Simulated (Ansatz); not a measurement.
# Gap against volume in glassy 65SiO2-10Al2O3-25Li2O (mol %) (128 atoms)

Density of this cell: 2.45 g/cm³. The cell holds 128 atoms: 26 Si, 8 Al, 20 Li and 74 O. Cell: a = 11.363 Å, b = 11.620 Å, c = 11.679 Å, α = 88.0°, β = 91.2°, γ = 89.1°. The starting structure: 128 atoms (26 Si, 8 Al, 20 Li, 74 O) placed at random at 2.38 g/cm³, melted at 4000 K for 10 ps at fixed volume with the Morse and Coulomb pair potential with partial charges (Pedone, Malavasi, Menziani, Cormack and Segre, J. Phys. Chem. B 110, 11780 (2006)). Quenched from 4000 K to 300 K at 100 K/ps and fixed volume, held 10 ps at zero pressure.

Calculated with Ansatz 0.2.0: Kohn-Sham DFT, r2SCAN, PAW (set soft_2), plane waves; cutoff 500 eV, Γ point, fixed occupations. The relaxed cell was scaled evenly and the atoms were relaxed at each volume. The gap is that between the highest filled and the lowest empty Kohn-Sham level on the run's k-points.

| volume (Å³/atom) | gap (eV) |
| --- | --- |
| 11.315 | 4.811 |
| 11.676 | ? |
| 12.037 | 4.559 |
| 12.398 | 4.404 |
| 12.759 | 4.115 |

Task: Fit a straight line in ln V to the rows given and interpolate to the withheld row.

Worked fit:

A volume deformation potential makes the spacing linear in u = ln(V/V0), with V0 = 12.037 Å³ the relaxed volume; v is the spacing.

| u = ln(V/V0) | v (eV) |
| --- | --- |
| -0.0618748 | 4.8109 |
| 0 | 4.5589 |
| 0.0295591 | 4.4037 |
| 0.0582694 | 4.1155 |

With n = 4: mean u = 0.00648843, mean v = 4.47225, Σ(u − ū)² = 0.0079292, Σ(u − ū)(v − v̄) = -0.043768. Slope b = -0.043768 / 0.0079292 = -5.5199; intercept a = v̄ − b ū = 4.5081.

At the withheld volume u = -0.03046, and v = a + b u.

Prediction at 11.676: 4.676 eV. The run gave 4.641 eV, so the fit is high by 0.035 eV (0.76 % of the value).

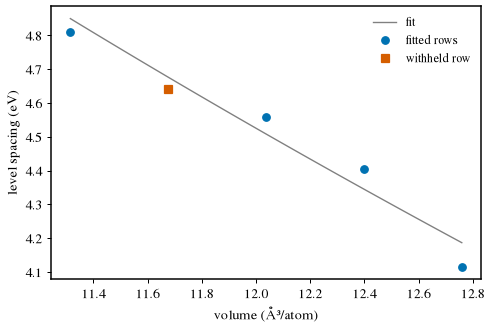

The fit, the rows that it rests on and the withheld row.

The slope, -5.52 eV, says that the spacing narrows on expansion. Among the rows given, the largest miss of the fit is at 12.759, by 0.071 eV (10 % of the range of the table).

Limits: The table spans 12 % in volume, wide for a linear law. Semilocal functionals tend to put gaps under measured ones. Only the Γ point is sampled. Atoms move by up to 1.1 Å in these relaxations, so the structure changes along the series. Defect or tail levels can set the spacing of a disordered cell.

[Hosts, paths, dates, database ids (printed as entryN), source tags and the programs' standing remarks are cut or masked in the printed files.]
